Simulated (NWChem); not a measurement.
**C3H6B− (SMILES [BH3-]C1C=C1) at 5 levels**

Aim: a comparison of 5 runs (HF/STO-3G, HF/3-21G, B3LYP/6-31G*, PBE0/pcseg-1) of C3H6B−. 

The calculation is run with NWChem 7.3.0.

## (1) The structure to begin with

The species is C3H6B− (10 atoms), meant as a singlet with charge -1. As SMILES, `[BH3-]C1C=C1`. The coordinates come from a GFN2-xTB relaxation.

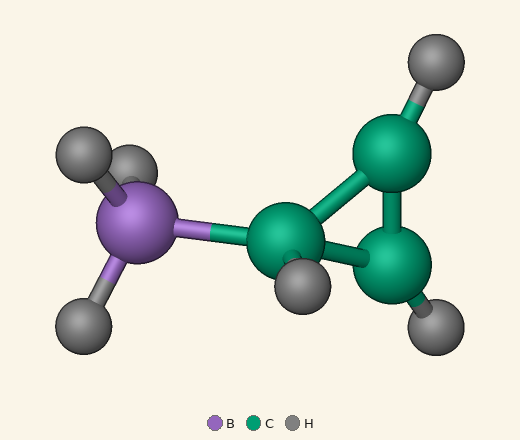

Viewed from a chosen angle; boron purple, carbon teal, hydrogen grey.

## (2) Energy and gradient at HF/STO-3G (run 1)

work.nw reads:

```
start work
title "C3H6B"
memory stack 880 mb heap 220 mb global 1100 mb
charge -1
geometry units angstrom noautosym nocenter noautoz
  B    -1.076770    0.672890   -0.527540
  C    -0.112890   -0.514120    0.032550
  C     0.926250   -0.321210    1.118730
  C     1.398970   -0.506280   -0.076040
  H    -1.387440    0.438180   -1.693660
  H    -2.103130    0.725060    0.147380
  H    -0.499300    1.755200   -0.470930
  H    -0.546270   -1.534550    0.017800
  H     1.135880   -0.145260    2.153590
  H     2.264690   -0.569920   -0.701880
end
basis spherical bse
  B library STO-3G
  C library STO-3G
  H library STO-3G
end
scf
  thresh 1e-08
  maxiter 80
  print low
end
task scf gradient
```

Command:

```sh
$ nwchem work.nw > work.out
```

The log of the run:

```text
[...]
  functions       =    26
[...]
  wavefunction    = RHF
[...]
         Total SCF energy =   -139.816988654413
      One-electron energy =   -392.868765751707
      Two-electron energy =    153.530787643794
 Nuclear repulsion energy =     99.520989453500
        Time for solution =      2.3s
[...]
                         RHF ENERGY GRADIENTS
    atom               coordinates                        gradient
                 x          y          z           x          y          z
   1 B      -2.034800   1.271578  -0.996906    0.023292  -0.024854   0.012922
   2 C      -0.213331  -0.971546   0.061511    0.004113   0.003691   0.000987
   3 C       1.750359  -0.606999   2.114093   -0.016230   0.011488   0.041394
   4 C       2.643670  -0.956730  -0.143695    0.017334  -0.003794  -0.042471
   5 H      -2.621881   0.828040  -3.200553   -0.007930  -0.004845  -0.027141
   6 H      -3.974339   1.370165   0.278508   -0.024338   0.001824   0.015117
   7 H      -0.943540   3.316847  -0.889929    0.012951   0.026361   0.001006
   8 H      -1.032301  -2.899879   0.033637   -0.004161  -0.006543  -0.000636
   9 H       2.146502  -0.274502   4.069695   -0.001197  -0.002579  -0.003736
  10 H       4.279644  -1.076993  -1.326361   -0.003835  -0.000750   0.002557
[...]
```

Wall time 3.3 s (1 thread of Intel Xeon Platinum 8375C at 2.90GHz (Ice Lake), shared host); peak memory 0.098 GiB.

## (3) Energy and gradient at HF/3-21G (run 2)

c3h6b.nw reads:

```
start c3h6b
title "C3H6B"
memory 2200 mb
charge -1

geometry noautosym nocenter noautoz
   B    -1.076770    0.672890   -0.527540
   C    -0.112890   -0.514120    0.032550
   C     0.926250   -0.321210    1.118730
   C     1.398970   -0.506280   -0.076040
   H    -1.387440    0.438180   -1.693660
   H    -2.103130    0.725060    0.147380
   H    -0.499300    1.755200   -0.470930
   H    -0.546270   -1.534550    0.017800
   H     1.135880   -0.145260    2.153590
   H     2.264690   -0.569920   -0.701880
end

basis spherical bse
   * library 3-21G
end

scf
   thresh 1e-08
   maxiter 80
end

task scf gradient
```

Command:

```sh
$ nwchem c3h6b.nw > c3h6b.out
```

The log of the run:

```text
[...]
  functions       =    48
[...]
  wavefunction    = RHF
[...]
         Total SCF energy =   -140.827800823106
      One-electron energy =   -391.524709691064
      Two-electron energy =    151.175919414457
 Nuclear repulsion energy =     99.520989453500
        Time for solution =      2.3s
[...]
                         RHF ENERGY GRADIENTS
    atom               coordinates                        gradient
                 x          y          z           x          y          z
   1 B      -2.034800   1.271578  -0.996906   -0.000580  -0.000610  -0.000086
   2 C      -0.213331  -0.971546   0.061511    0.028365   0.014528   0.008878
   3 C       1.750359  -0.606999   2.114093   -0.021477   0.003963   0.000084
   4 C       2.643670  -0.956730  -0.143695   -0.015156  -0.000659  -0.015299
   5 H      -2.621881   0.828040  -3.200553    0.001833   0.000508   0.005298
   6 H      -3.974339   1.370165   0.278508    0.004905  -0.000655  -0.002620
   7 H      -0.943540   3.316847  -0.889929   -0.001689  -0.003436  -0.000092
   8 H      -1.032301  -2.899879   0.033637   -0.003035  -0.009693   0.000285
   9 H       2.146502  -0.274502   4.069695    0.001562  -0.001690   0.006627
  10 H       4.279644  -1.076993  -1.326361    0.005272  -0.002256  -0.003076
[...]
```

It took 3.3 s on 1 thread of Intel Xeon Platinum 8375C at 2.90GHz (Ice Lake), shared host; peak memory 0.099 GiB.

## (4) Energy and gradient at B3LYP/6-31G(d) (spherical functions) (run 3)

mol.nw reads:

```
start mol
title "C3H6B B3LYP"
memory stack 880 mb heap 220 mb global 1100 mb
charge -1
geometry units angstrom noautosym nocenter noautoz
   B       -1.076770       0.672890      -0.527540
   C       -0.112890      -0.514120       0.032550
   C        0.926250      -0.321210       1.118730
   C        1.398970      -0.506280      -0.076040
   H       -1.387440       0.438180      -1.693660
   H       -2.103130       0.725060       0.147380
   H       -0.499300       1.755200      -0.470930
   H       -0.546270      -1.534550       0.017800
   H        1.135880      -0.145260       2.153590
   H        2.264690      -0.569920      -0.701880
end
basis spherical bse
   * library 6-31G*
end
dft
   xc b3lyp
   grid xfine
   convergence energy 1e-08
   iterations 100
   mulliken
   print medium
end
task dft gradient
```

Command:

```sh
$ nwchem mol.nw > mol.out
```

The log of the run:

```text
[...]
          Wavefunction type:  closed shell.
          No. of atoms     :    10
          No. of electrons :    30
[...]
          Charge           :    -1
          Spin multiplicity:     1
[...]
          AO basis - number of functions:    68
[...]
              XC Information
              --------------
                         B3LYP Method XC Potential
                     Hartree-Fock (Exact) Exchange  0.200
                        Slater Exchange Functional  0.800 local
                    Becke 1988 Exchange Functional  0.720 non-local
              Lee-Yang-Parr Correlation Functional  0.810
                  VWN I RPA Correlation Functional  0.190 local
[...]
 d= 0,ls=0.0,diis     1   -142.5350167394 -2.42D+02  2.27D-02  8.41D-01     7.0
[...]
 d= 0,ls=0.0,diis     8   -142.6695360654 -4.10D-09  6.10D-06  2.01D-07    48.3
         Total DFT energy =     -142.669536065448
      One electron energy =     -393.380897651323
           Coulomb energy =      174.011724888276
    Exchange-Corr. energy =      -22.821352755902
 Nuclear repulsion energy =       99.520989453500
[...]
  wavefunction    = closed shell
                         DFT ENERGY GRADIENTS
    atom               coordinates                        gradient
                 x          y          z           x          y          z
   1 B      -2.034800   1.271578  -0.996906   -0.001313   0.002942  -0.000953
   2 C      -0.213331  -0.971546   0.061511    0.014469  -0.002836   0.006057
   3 C       1.750359  -0.606999   2.114093   -0.007390   0.005196   0.004133
   4 C       2.643670  -0.956730  -0.143695   -0.001950   0.001853  -0.009124
   5 H      -2.621881   0.828040  -3.200553    0.002061   0.000738   0.005343
   6 H      -3.974339   1.370165   0.278508    0.005146  -0.000438  -0.002555
   7 H      -0.943540   3.316847  -0.889929   -0.002265  -0.003959  -0.000242
   8 H      -1.032301  -2.899879   0.033637    0.000954   0.001359   0.000200
   9 H       2.146502  -0.274502   4.069695   -0.001480  -0.003942  -0.009817
  10 H       4.279644  -1.076993  -1.326361   -0.008230  -0.000915   0.006957
[...]
```

Wall time 61 s (1 thread of Intel Xeon Platinum 8375C at 2.90GHz (Ice Lake), shared host); peak memory 0.14 GiB.

Run 4 isn't shown in full; the table further down has it.

## (5) Energy and forces at PBE0/pcseg-1 (run 5)

run.py reads:

```python
from ase import Atoms
from ase.calculators.nwchem import NWChem

system = Atoms(['B', 'C', 'C', 'C', 'H', 'H', 'H', 'H', 'H', 'H'], positions=[
    [-1.076770, 0.672890, -0.527540],
    [-0.112890, -0.514120, 0.032550],
    [0.926250, -0.321210, 1.118730],
    [1.398970, -0.506280, -0.076040],
    [-1.387440, 0.438180, -1.693660],
    [-2.103130, 0.725060, 0.147380],
    [-0.499300, 1.755200, -0.470930],
    [-0.546270, -1.534550, 0.017800],
    [1.135880, -0.145260, 2.153590],
    [2.264690, -0.569920, -0.701880],
])

calc = NWChem(
    label='a',
    theory='dft',
    memory='2200 mb',
    basis='pcseg-1',
    basispar='spherical bse',
    charge=-1,
    dft={'xc': 'pbe0', 'mult': '1', 'grid': 'xfine', 'convergence': 'energy 1e-08', 'iterations': '100', 'mulliken': None},
)
system.calc = calc

forces = system.get_forces()
print("Total energy (eV):", round(system.get_potential_energy(), 6))
print("forces (eV/A):")
for s, f in zip(system.symbols, forces):
    print(f"{s:2s} {f[0]:10.5f} {f[1]:10.5f} {f[2]:10.5f}")
print("dipole (e A):", system.get_dipole_moment().round(4))
```

Command:

```sh
$ export ASE_NWCHEM_COMMAND="nwchem PREFIX.nwi > PREFIX.nwo"
$ python run.py
```

The log of the run:

```text
Total energy (eV): -3876.750105
forces (eV/A):
B     0.24240   -0.32540    0.14367
C    -0.31691    0.18476   -0.14856
C     0.14933   -0.29676   -0.54358
C    -0.29557   -0.05795    0.55140
H    -0.12305   -0.05163   -0.35245
H    -0.32992    0.02823    0.17849
H     0.16980    0.28364    0.02077
H    -0.05430   -0.03857   -0.01656
H     0.08109    0.22399    0.57598
H     0.47720    0.04967   -0.40917
dipole (e A): [ 0.8697 -0.5415  0.4263]
```

The calculator wrote a.nwi:

```
title "a"

permanent_dir a

scratch_dir a

start a

geometry units angstrom nocenter noautosym noautoz
  B  -1.0767700000000000e+00 6.7288999999999999e-01 -5.2754000000000001e-01
  C  -1.1289000000000000e-01 -5.1412000000000002e-01 3.2550000000000003e-02
  C  9.2625000000000002e-01 -3.2121000000000000e-01 1.1187300000000000e+00
  C  1.3989700000000000e+00 -5.0627999999999995e-01 -7.6039999999999996e-02
  H  -1.3874400000000000e+00 4.3818000000000001e-01 -1.6936599999999999e+00
  H  -2.1031300000000002e+00 7.2506000000000004e-01 1.4738000000000001e-01
  H  -4.9930000000000002e-01 1.7552000000000001e+00 -4.7093000000000002e-01
  H  -5.4627000000000003e-01 -1.5345500000000001e+00 1.7800000000000000e-02
  H  1.1358800000000000e+00 -1.4526000000000000e-01 2.1535899999999999e+00
  H  2.2646899999999999e+00 -5.6991999999999998e-01 -7.0187999999999995e-01
end

charge -1

memory 2200 mb

basis spherical bse noprint
   * library pcseg-1
end

dft
  xc pbe0
  mult 1
  grid xfine
  convergence energy 1e-08
  iterations 100
  mulliken
end

task dft gradient
```

a.nwo:

```text
Northwest Computational Chemistry Package (NWChem) 7.3.0
             --------------------------------------------------------

           Job information
           ---------------

    nwchem branch   = 7.3.0
    use scalapack   = T
    input           = a.nwi
    prefix          = a.
    data base       = a/a.db
    status          = startup
    nproc           =        1

           Memory information
           ------------------

    heap     =     72089598 doubles =      550.0 Mbytes
    stack    =     72089595 doubles =      550.0 Mbytes
    global   =    144179200 doubles =     1100.0 Mbytes (distinct from heap & stack)
    total    =    288358393 doubles =     2200.0 Mbytes
    verify   = yes
    hardfail = no

[... 111 lines left out ...]
  convergence criterion.
[... 39 lines left out ...]
          Spatial weights used:  Erf1
[... 74 lines left out ...]
         Total DFT energy =     -142.467939759353
[... 3 lines left out ...]
 Nuclear repulsion energy =       99.520989453500
[... 673 lines left out ...]
          Convergence on gradient requested:  5.00D-04
[... 26 lines left out ...]
          total energy or number of iterations.
[... 26 lines left out ...]
                         DFT ENERGY GRADIENTS

    atom               coordinates                        gradient
                 x          y          z           x          y          z
   1 B      -2.034800   1.271578  -0.996906   -0.004714   0.006328  -0.002794
   2 C      -0.213331  -0.971546   0.061511    0.006163  -0.003593   0.002889
   3 C       1.750359  -0.606999   2.114093   -0.002904   0.005771   0.010571
[... 6 lines of this table left out ...]
  10 H       4.279644  -1.076993  -1.326361   -0.009280  -0.000966   0.007957

                 ----------------------------------------
                 |  Time  |  1-e(secs)   |  2-e(secs)   |
                 ----------------------------------------
                 |  CPU   |       0.02   |       2.96   |
                 ----------------------------------------
                 |  WALL  |       0.02   |       2.96   |
                 ----------------------------------------

 Task  times  cpu:       65.5s     wall:       65.5s
 Total times  cpu:       65.6s     wall:       65.6s
```

Run time: 67 s. Hardware: 1 thread of Intel Xeon Platinum 8375C at 2.90GHz (Ice Lake), shared host; peak memory 0.15 GiB.

## (6) Overview of the runs

| run | level | iteration cap | module | energy (Eh) | largest force (eV/Å) | wall time |
| --- | --- | --- | --- | --- | --- | --- |
| 1 | HF/STO-3G | 80 | scf | -139.816989 | 2.367 | 3.3 s |
| 2 | HF/3-21G | 80 | scf | -140.827801 | 1.701 | 3.3 s |
| 3 | B3LYP/6-31G* (spherical functions) | 100 | dft | -142.669536 | 0.820 | 61 s |
| 4 | B3LYP/6-31G* (Cartesian functions) | 100 | dft | -142.672254 | 0.824 | 60 s |
| 5 | PBE0/pcseg-1 | 100 | dft | -142.467940 | 0.637 | 67 s |

## (7) Outcome

```
                                                    quantity          value
                                         run 5: total energy  -142.46794 Eh
                                          run 5: HOMO energy       -1.17 eV
                                          run 5: LUMO energy        4.88 eV
run 5: HOMO–LUMO gap (to an unbound level, set by the basis)        6.05 eV
                             run 5: largest force on an atom     0.637 eV/Å
```

What this shows: Over runs 2, 3, 4, 5 the HOMO–LUMO gap runs from 5.78 eV (B3LYP/6-31G*) to 13.22 eV (HF/3-21G). The two ends differ in method and basis. The empty levels of an anion lie above zero and hang on the basis. Totals of different functionals can't be ranked against each other. In run 1 the basis is minimal, so the values are rough. All runs together took 3.2 min, the longest 67 s.
